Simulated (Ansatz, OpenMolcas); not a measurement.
# How methods differ on B3H3O3 (SMILES B1OBOBO1)

The species is B3H3O3 (9 atoms), meant as a singlet with charge 0. As SMILES, `B1OBOBO1`. The shape is that of a PBE0-D4/def2-TZVP optimisation. This is one conformer, not always the lowest.

Quantity: the HOMO–LUMO gap, in eV. The values are calculated.

```csv
level,kind,program,value (eV),CPU time
HF/6-31G* (spherical functions),Hartree–Fock,OpenMolcas,17.48,7.1 s
PBE/6-31G* (spherical functions),GGA,Ansatz,6.44,7.5 s
revPBE/6-31G* (spherical functions),GGA,OpenMolcas,6.52,28 s
TPSS/6-31G* (spherical functions),meta-GGA,OpenMolcas,6.83,36 s
B3LYP/6-31G* (spherical functions),global hybrid,OpenMolcas,8.72,25 s
PBE0/6-31G* (spherical functions),global hybrid,OpenMolcas,9.22,28 s
HSE06/6-31G* (spherical functions),range-separated hybrid,Ansatz,8.42,9.2 s
wB97M-V/6-31G* (spherical functions),range-separated hybrid,Ansatz,13.78,86 s
```

The values span 6.44 to 17.48 eV. Orbital gaps aren't excitation energies; they tend to grow with the share of exact exchange. CPU times are rough (shared hosts, several kinds of processor and program).

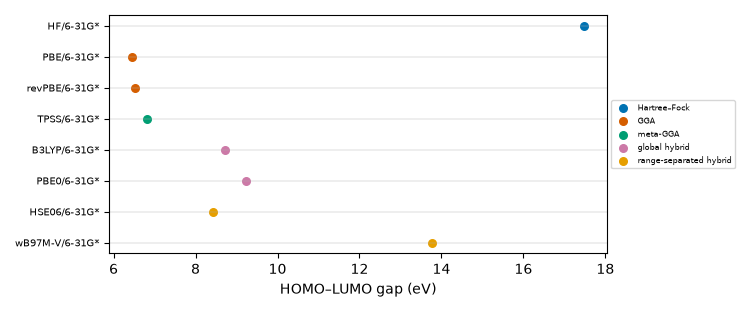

The values of the table, level by level.
